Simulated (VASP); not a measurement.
Band structure of MgTe (wurtzite). All values below come from PBEsol GGA, VASP's PBE PAW potentials (set 64) (plane waves; VASP 6.6.1).

Unless said otherwise, spin-orbit coupling is left out, though it shifts the bands of the heavy elements here.

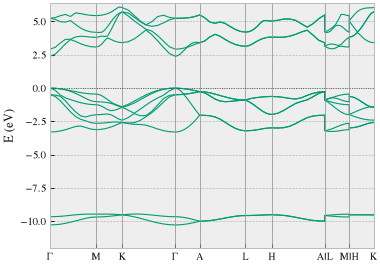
Figure: Bands along high-symmetry lines, zero at the valence-band maximum or, without a gap, the Fermi level

Read the plot: is there a gap, and where are the band edges?

The gap is direct, 2.39 eV, from the valence maximum at Γ to the conduction minimum at Γ. (Edges off the drawn lines would not show.)

The compound is MgTe in the wurtzite structure. It was relaxed first.
